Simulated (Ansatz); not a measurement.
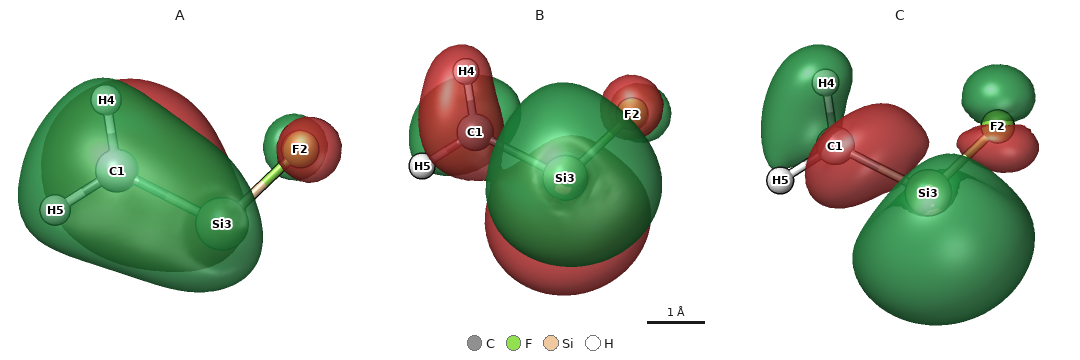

*CH2FSi (SMILES C=[Si]F) (doublet). Three frontier orbitals at ±0.08 Å⁻³ᐟ² (green and red are the two phases), in no order.*

Geometry: PBE-D3(BJ)/def2-SVP; ⟨S²⟩ = 0.82, above the pure value of 0.75.

Level of theory: isolated molecule in a Gaussian basis; Kohn-Sham density functional theory, functional PBE0 (Ansatz).

The calculation's input:

```
crystal:
  periodic: [false, false, false]
  atoms:
    - {symbol: C, position_ang: [-1.593057, -1.472823, -0.374587]}
    - {symbol: F, position_ang: [-0.536562, 0.852927, 0.733461]}
    - {symbol: Si, position_ang: [-1.149324, 0.270313, -0.688966]}
    - {symbol: H, position_ang: [-0.943784, -2.104278, 0.266540]}
    - {symbol: H, position_ang: [-2.152565, -2.049993, -1.135573]}
basis:
  gaussian:
    orbitals: def2-TZVPD
magnetization:
  spin_polarized: true
  initial_magnetization: 1
hamiltonian:
  xc: pbe0
output:
  forces: true
  orbitals: {seedname: orbitals}
```

Launched as:

```sh
ansatz run input.yaml --threads 1 --pin off --max-ram 2610MiB --events-out events.jsonl --progress --plain --runs-dir runs
```

Q: Order the three orbitals by energy and name them. All are α orbitals.

A: A is the HOMO−1 (α) (−7.93 eV). It lies mainly on C1 (about 65 %) and Si3 (about 20 %). C is the HOMO (α) (−7.16 eV). It lies mainly on Si3 (about 70 %), C1 (about 15 %) and F2 (about 10 %). B is the LUMO (α) (−1.72 eV). By Hirshfeld shares it lies mainly on Si3 (about 75 %) and C1 (about 15 %).

Q: What is the gap between the highest occupied and lowest empty α orbitals?

A: 5.44 eV between the orbital energies.
